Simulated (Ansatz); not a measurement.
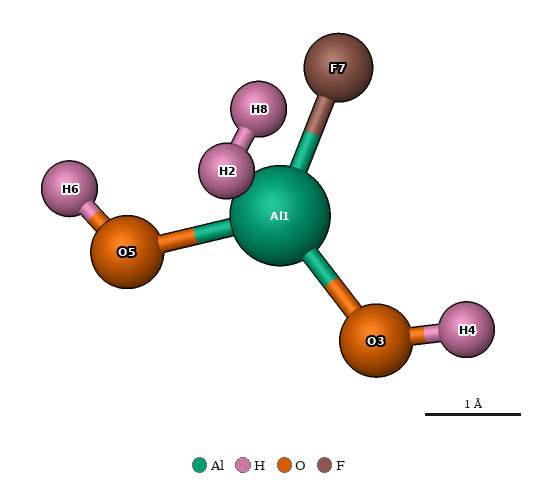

*The input geometry (ball-and-stick view, seen at a tilt; atoms are numbered from 1 in the order of the input). Sticks mark near contacts.*

Nudged elastic band of AlH4O2F (part 1 of 2)

AlH4O2F, computed with RKS PBE-D4/def2-SVP (Ansatz 0.2.0).

It belongs to a series of runs on one base structure; here: band between the two ends. Figures and captions count atoms from 1; the log counts them from 0 in places.

### The program's output
```
Engine: ansatz 0.2.0, aarch64-unknown-linux-gnu
Functional definition: PBE
  parameter kappa = 0.804
  parameter beta = 0.06672455060314922
  exchange = pbe_x(kappa = kappa, mu = beta*pi^2/3)
  correlation = pbe_c(beta = beta)
859 factors; their error is unknown
mean field evaluation 1: about -13445.5118 eV, gradient 8.8e1 eV
mean field evaluation 2: about -13385.5143 eV, gradient 1.9e2 eV
mean field evaluation 4: about -13458.3234 eV, gradient 1.9e1 eV
mean field evaluation 8: about -13458.8186 eV, gradient 9.5e-2 eV
mean field -13458.81859784 eV, -494.6024607556 hartree, gradient 4.3e-5 eV, S^2 0.000000; 0 other end points of the search recorded, 0 dependent functions left out
the calculation of the forces begins
reference -13458.81863520 eV, -494.6024621285 hartree; 21, 21 occupied and 59, 59 virtual orbitals, 859 factors
859 factors; their error is unknown
mean field evaluation 16: about -13445.4480 eV, gradient 8.8e1 eV
mean field -13458.76021398 eV, -494.6003151885 hartree, gradient 5.2e-5 eV, S^2 0.000000; 0 other end points of the search recorded, 0 dependent functions left out
[... from here on the field's lines of each further geometry are left out, up to the last ...]
NEB iter   1: max|band force component| = 5.203e1 eV/Å  barrier→ = 9.6372 eV  barrier← = 9.5779 eV  Δτ_max = 0.2000 Å  (227 SCF iters)
NEB iter   2: max|band force component| = 6.255e0 eV/Å  barrier→ = 1.1897 eV  barrier← = 1.1304 eV  Δτ_max = 0.1971 Å  (217 SCF iters)
NEB iter   3: max|band force component| = 2.413e0 eV/Å  barrier→ = 0.7595 eV  barrier← = 0.7002 eV  Δτ_max = 0.1966 Å  (207 SCF iters)
NEB iter   4: max|band force component| = 1.335e0 eV/Å  barrier→ = 0.5508 eV  barrier← = 0.4916 eV  Δτ_max = 0.2000 Å  (202 SCF iters)
NEB iter   5: max|band force component| = 9.173e-1 eV/Å  barrier→ = 0.3458 eV  barrier← = 0.2866 eV  Δτ_max = 0.2000 Å  (201 SCF iters)
NEB iter   6: max|band force component| = 1.704e0 eV/Å  barrier→ = 0.3344 eV  barrier← = 0.2751 eV  Δτ_max = 0.1017 Å  (209 SCF iters)
NEB iter   7: max|band force component| = 7.752e-1 eV/Å  barrier→ = 0.2226 eV  barrier← = 0.1633 eV  Δτ_max = 0.2000 Å  (198 SCF iters)
NEB iter   8: max|band force component| = 1.755e0 eV/Å  barrier→ = 0.2149 eV  barrier← = 0.1556 eV  Δτ_max = 0.0984 Å  (197 SCF iters)
NEB iter   9: max|band force component| = 1.189e0 eV/Å  barrier→ = 0.1778 eV  barrier← = 0.1185 eV  Δτ_max = 0.1035 Å  (187 SCF iters)
NEB iter  10: max|band force component| = 3.217e-1 eV/Å  barrier→ = 0.1541 eV  barrier← = 0.0948 eV  CI = image 2  Δτ_max = 0.1726 Å  (193 SCF iters)
NEB iter  11: max|band force component| = 2.453e-1 eV/Å  barrier→ = 0.1425 eV  barrier← = 0.0833 eV  CI = image 2  Δτ_max = 0.1545 Å  (189 SCF iters)
NEB iter  12: max|band force component| = 2.552e-1 eV/Å  barrier→ = 0.1289 eV  barrier← = 0.0696 eV  CI = image 2  Δτ_max = 0.0475 Å  (185 SCF iters)
NEB iter  13: max|band force component| = 1.246e-1 eV/Å  barrier→ = 0.1242 eV  barrier← = 0.0649 eV  CI = image 2  Δτ_max = 0.0765 Å  (190 SCF iters)
NEB iter  14: max|band force component| = 1.608e-1 eV/Å  barrier→ = 0.1251 eV  barrier← = 0.0658 eV  CI = image 2  Δτ_max = 0.0381 Å  (188 SCF iters)
NEB iter  15: max|band force component| = 5.506e-2 eV/Å  barrier→ = 0.1221 eV  barrier← = 0.0628 eV  CI = image 2  Δτ_max = 0.0224 Å  (188 SCF iters)
NEB iter  16: max|band force component| = 5.339e-2 eV/Å  barrier→ = 0.1216 eV  barrier← = 0.0623 eV  CI = image 2  Δτ_max = 0.0506 Å  (187 SCF iters)
NEB iter  17: max|band force component| = 5.213e-2 eV/Å  barrier→ = 0.1206 eV  barrier← = 0.0613 eV  CI = image 2  Δτ_max = 0.0520 Å  (186 SCF iters)
NEB iter  18: max|band force component| = 6.884e-2 eV/Å  barrier→ = 0.1190 eV  barrier← = 0.0597 eV  CI = image 2  Δτ_max = 0.0260 Å  (188 SCF iters)
NEB iter  19: max|band force component| = 5.917e-2 eV/Å  barrier→ = 0.1182 eV  barrier← = 0.0589 eV  CI = image 2  Δτ_max = 0.0260 Å  (188 SCF iters)
NEB iter  20: max|band force component| = 6.260e-2 eV/Å  barrier→ = 0.1175 eV  barrier← = 0.0582 eV  CI = image 2  Δτ_max = 0.0260 Å  (187 SCF iters)
NEB iter  21: max|band force component| = 6.504e-2 eV/Å  barrier→ = 0.1168 eV  barrier← = 0.0575 eV  CI = image 2  Δτ_max = 0.0520 Å  (186 SCF iters)
NEB iter  22: max|band force component| = 6.896e-2 eV/Å  barrier→ = 0.1156 eV  barrier← = 0.0563 eV  CI = image 2  Δτ_max = 0.0518 Å  (187 SCF iters)
NEB iter  23: max|band force component| = 7.390e-2 eV/Å  barrier→ = 0.1144 eV  barrier← = 0.0552 eV  CI = image 2  Δτ_max = 0.0517 Å  (188 SCF iters)
NEB iter  24: max|band force component| = 7.588e-2 eV/Å  barrier→ = 0.1133 eV  barrier← = 0.0540 eV  CI = image 2  Δτ_max = 0.0517 Å  (186 SCF iters)
NEB iter  25: max|band force component| = 1.185e-1 eV/Å  barrier→ = 0.1118 eV  barrier← = 0.0525 eV  CI = image 2  Δτ_max = 0.0261 Å  (186 SCF iters)
NEB iter  26: max|band force component| = 8.171e-2 eV/Å  barrier→ = 0.1101 eV  barrier← = 0.0508 eV  CI = image 2  Δτ_max = 0.0260 Å  (187 SCF iters)
NEB iter  27: max|band force component| = 1.296e-1 eV/Å  barrier→ = 0.1080 eV  barrier← = 0.0487 eV  CI = image 2  Δτ_max = 0.0130 Å  (191 SCF iters)
NEB iter  28: max|band force component| = 8.620e-2 eV/Å  barrier→ = 0.1063 eV  barrier← = 0.0470 eV  CI = image 2  Δτ_max = 0.0130 Å  (189 SCF iters)
NEB iter  29: max|band force component| = 7.458e-2 eV/Å  barrier→ = 0.1050 eV  barrier← = 0.0457 eV  CI = image 2  Δτ_max = 0.0261 Å  (190 SCF iters)
NEB iter  30: max|band force component| = 6.694e-2 eV/Å  barrier→ = 0.1031 eV  barrier← = 0.0439 eV  CI = image 2  Δτ_max = 0.0260 Å  (184 SCF iters)
NEB iter  31: max|band force component| = 4.887e-2 eV/Å  barrier→ = 0.1015 eV  barrier← = 0.0423 eV  CI = image 2  Δτ_max = 0.0262 Å  (188 SCF iters)
NEB iter  32: max|band force component| = 3.596e-1 eV/Å  barrier→ = 0.1013 eV  barrier← = 0.0420 eV  CI = image 7  Δτ_max = 0.0130 Å  (187 SCF iters)
NEB iter  33: max|band force component| = 3.416e-1 eV/Å  barrier→ = 0.1032 eV  barrier← = 0.0439 eV  CI = image 7  Δτ_max = 0.0262 Å  (189 SCF iters)
NEB iter  34: max|band force component| = 3.369e-1 eV/Å  barrier→ = 0.1072 eV  barrier← = 0.0479 eV  CI = image 7  Δτ_max = 0.0520 Å  (188 SCF iters)
NEB iter  35: max|band force component| = 3.295e-1 eV/Å  barrier→ = 0.1140 eV  barrier← = 0.0547 eV  CI = image 7  Δτ_max = 0.1015 Å  (185 SCF iters)
NEB iter  36: max|band force component| = 2.074e-1 eV/Å  barrier→ = 0.1159 eV  barrier← = 0.0566 eV  CI = image 7  Δτ_max = 0.0842 Å  (187 SCF iters)
NEB iter  37: max|band force component| = 1.227e-1 eV/Å  barrier→ = 0.1166 eV  barrier← = 0.0573 eV  CI = image 7  Δτ_max = 0.0906 Å  (187 SCF iters)
NEB iter  38: max|band force component| = 6.976e-2 eV/Å  barrier→ = 0.1166 eV  barrier← = 0.0574 eV  CI = image 7  Δτ_max = 0.0361 Å  (186 SCF iters)
NEB iter  39: max|band force component| = 6.512e-2 eV/Å  barrier→ = 0.1165 eV  barrier← = 0.0572 eV  CI = image 7  Δτ_max = 0.0795 Å  (189 SCF iters)
NEB iter  40: max|band force component| = 1.508e-1 eV/Å  barrier→ = 0.1164 eV  barrier← = 0.0572 eV  CI = image 7  Δτ_max = 0.0399 Å  (188 SCF iters)
NEB iter  41: max|band force component| = 6.316e-2 eV/Å  barrier→ = 0.1164 eV  barrier← = 0.0572 eV  CI = image 7  Δτ_max = 0.0794 Å  (179 SCF iters)
NEB iter  42: max|band force component| = 1.093e-1 eV/Å  barrier→ = 0.1164 eV  barrier← = 0.0572 eV  CI = image 7  Δτ_max = 0.0399 Å  (178 SCF iters)
NEB iter  43: max|band force component| = 5.464e-2 eV/Å  barrier→ = 0.1164 eV  barrier← = 0.0571 eV  CI = image 7  Δτ_max = 0.0792 Å  (177 SCF iters)
NEB iter  44: max|band force component| = 2.923e-1 eV/Å  barrier→ = 0.1164 eV  barrier← = 0.0571 eV  CI = image 7  Δτ_max = 0.0401 Å  (177 SCF iters)
NEB iter  45: max|band force component| = 4.394e-2 eV/Å  barrier→ = 0.1164 eV  barrier← = 0.0571 eV  CI = image 7  Δτ_max = 0.0789 Å  (174 SCF iters)
NEB iter  46: max|band force component| = 1.420e-1 eV/Å  barrier→ = 0.1164 eV  barrier← = 0.0571 eV  CI = image 7  Δτ_max = 0.0363 Å  (174 SCF iters)
NEB iter  47: max|band force component| = 6.456e-2 eV/Å  barrier→ = 0.1164 eV  barrier← = 0.0571 eV  CI = image 7  Δτ_max = 0.0397 Å  (178 SCF iters)
NEB iter  48: max|band force component| = 7.552e-2 eV/Å  barrier→ = 0.1164 eV  barrier← = 0.0571 eV  CI = image 7  Δτ_max = 0.0199 Å  (155 SCF iters)
NEB iter  49: max|band force component| = 5.983e-2 eV/Å  barrier→ = 0.1164 eV  barrier← = 0.0571 eV  CI = image 7  Δτ_max = 0.0198 Å  (160 SCF iters)
NEB iter  50: max|band force component| = 3.073e-2 eV/Å  barrier→ = 0.1164 eV  barrier← = 0.0571 eV  CI = image 7  Δτ_max = 0.0198 Å  (169 SCF iters)
NEB iter  51: max|band force component| = 3.502e-2 eV/Å  barrier→ = 0.1164 eV  barrier← = 0.0571 eV  CI = image 7  Δτ_max = 0.0099 Å  (151 SCF iters)
the calculation of the forces begins
reference -13458.79541626 eV, -494.6016088483 hartree; 21, 21 occupied and 59, 59 virtual orbitals, 859 factors
859 factors; their error is unknown
mean field evaluation 2720: about -13445.3822 eV, gradient 8.8e1 eV
mean field -13458.70255997 eV, -494.5981964426 hartree, gradient 1.8e-5 eV, S^2 0.000000; 1 other end points of the search recorded, 0 dependent functions left out
the calculation of the forces begins
reference -13458.70259785 eV, -494.5981978347 hartree; 21, 21 occupied and 59, 59 virtual orbitals, 859 factors
NEB iter  52: max|band force component| = 1.592e-2 eV/Å  barrier→ = 0.1164 eV  barrier← = 0.0571 eV  CI = image 7  Δτ_max = 0.0000 Å  (333 SCF iters)
```

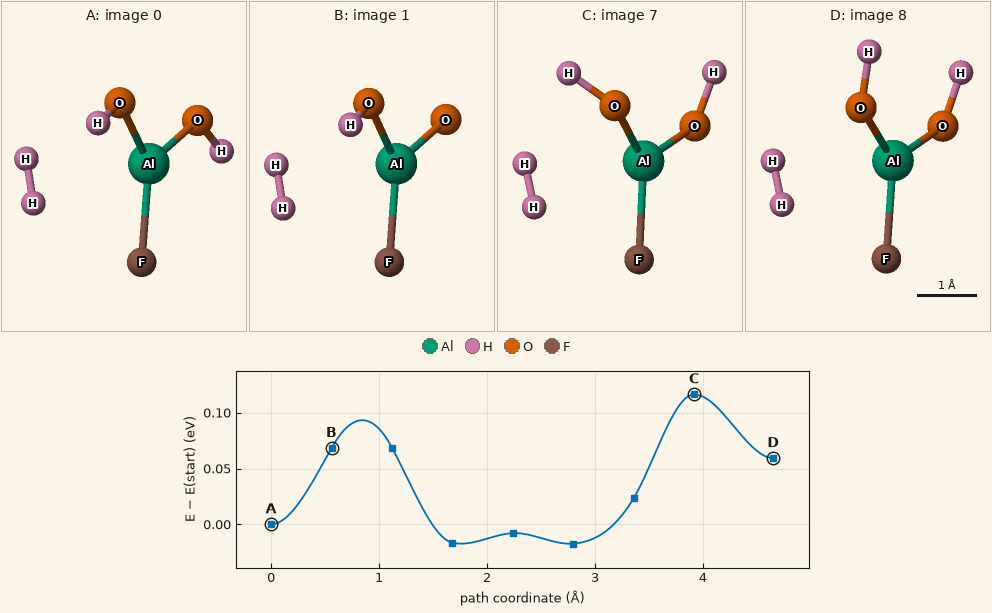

*Images of the last band (counted from 0; ball-and-stick, seen at a tilt) above the energy along the path; the line is a cubic interpolation that uses the forces.*

The highest image is number 7, 0.116 eV above the start and 0.057 eV above the end (the climbing image); the end lies 0.059 eV above the start. The path is 4.65 Å long. The band converged in 52 iterations.

```
Total energy: -13458.81690391 eV, -494.6023985051 hartree
Atom 0 at     0.049913     0.577515    -0.258913 Å, force     0.000131    -0.000167    -0.000315 eV/Å
Atom 1 at    -0.015367    -0.340295     1.865680 Å, force     0.000015     0.000077    -0.000044 eV/Å
Atom 2 at     1.585257    -0.084951    -0.621550 Å, force    -0.000069    -0.000041     0.000066 eV/Å
Atom 3 at     1.676706    -0.812726    -1.255174 Å, force     0.000021     0.000018    -0.000000 eV/Å
Atom 4 at    -1.428520    -0.036361    -0.840166 Å, force    -0.000033    -0.000024     0.000059 eV/Å
Atom 5 at    -2.001310    -0.736029    -0.502611 Å, force    -0.000011     0.000017     0.000006 eV/Å
Atom 6 at     0.073682     2.103645     0.441320 Å, force    -0.000048     0.000126     0.000196 eV/Å
Atom 7 at    -0.013161     0.428803     1.967015 Å, force    -0.000007    -0.000006     0.000032 eV/Å
Dipole moment:    -0.191710    -0.688790     0.088620 e Å
this run last wrote the band of iteration 52 to [file]
```

### The last band as extended XYZ (Å, eV, eV/Å)
```
8
Properties=species:S:1:pos:R:3:forces:R:3 image=0 energy=-13458.93329
Al   -0.0263    0.3114   -0.3579   -0.0027  -0.0161   0.0220
H     0.0530   -0.3653    1.8721    0.0009   0.0036  -0.0029
O     1.3774   -0.5521   -0.8035   -0.0021   0.0025  -0.0031
H     2.2556   -0.1439   -0.7798    0.0085   0.0013  -0.0022
O    -1.5181   -0.4699   -0.6383    0.0047   0.0036  -0.0064
H    -2.3641   -0.0120   -0.5251   -0.0075   0.0024   0.0016
F     0.0490    1.9245    0.1202   -0.0001   0.0069  -0.0070
H     0.1008    0.4069    1.9081   -0.0017  -0.0042  -0.0019
8
Properties=species:S:1:pos:R:3:forces:R:3 image=1 energy=-13458.86494
Al   -0.0594    0.3887   -0.3611   -0.0069  -0.0224   0.0018
H     0.2413   -0.3477    1.8321    0.0037  -0.0081   0.0008
O     1.3568   -0.3380   -0.9352   -0.0658  -0.1224  -0.0483
H     2.2420   -0.4903   -0.5907    0.0740   0.1363   0.0572
O    -1.5057   -0.4615   -0.6875   -0.0226   0.0217  -0.0009
H    -2.3711   -0.0413   -0.5716   -0.0202   0.0194  -0.0023
F    -0.1267    1.9703    0.2156    0.0332  -0.0146  -0.0043
H     0.1500    0.4193    1.8941    0.0045  -0.0100  -0.0039
```
